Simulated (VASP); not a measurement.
Band structure of K3LiCl4 (ordered alloy cell). All values below come from PBE GGA, VASP's PBE PAW potentials (set 64) (plane waves; VASP 6.6.1).

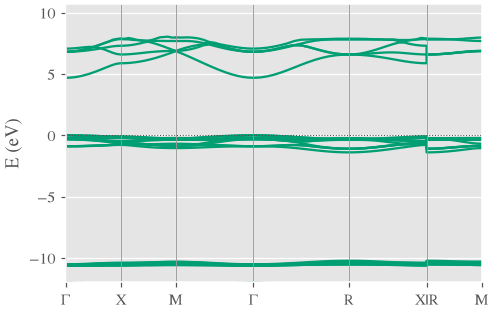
Figure: Bands along high-symmetry lines, zero at the valence-band maximum or, without a gap, the Fermi level

Q: Read the plot: is there a gap, and where are the band edges?

A: The gap is direct, 4.69 eV, from the valence maximum at Γ to the conduction minimum at Γ. (Edges off the drawn lines would not show.)

The structure was generated: K3LiCl4 was put into an ordered model structure (Pm-3m), which need not be its known phase. It was relaxed first, which changed the volume by +10 %.
